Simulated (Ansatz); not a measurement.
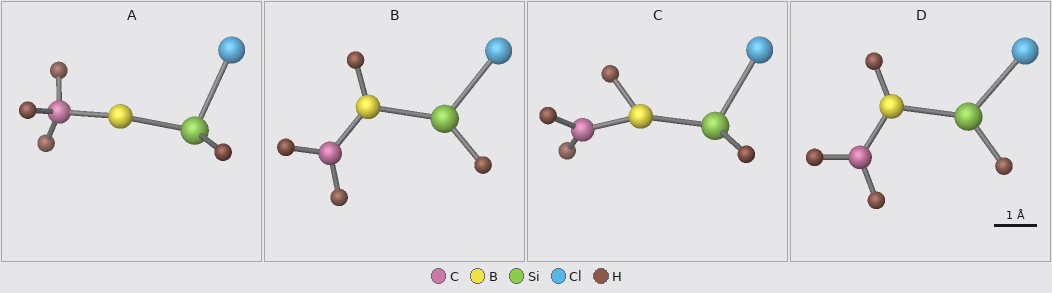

4 geometries from a converged minimum-energy path of CH₄BClSi, shuffled. Style: ball-and-stick. Shown at a tilt.

Level of theory: Ansatz, RKS B3LYP/STO-3G. Settings: 9 movable images; climbing image; force threshold 0.05 eV/Å; iteration limit 58; starting path through a guess of the saddle point.

Which frame is the transition state?

Answer. C. In order along the path, whose images run from 0 to 10: A (image 1, +2.8 kJ/mol), C (image 3, +138.9 kJ/mol), B (image 8, −65.1 kJ/mol), D (image 9, −74.4 kJ/mol). A hydrogen atom shifts from one atom to another. Breaking: C–H (1.11 → 2.34 Å). Forming: B–H (2.16 → 1.16 Å).

Limits of the set-up: STO-3G is a minimal basis, so the numbers are rough.

The run took roughly 4 core-minutes on a shared host.
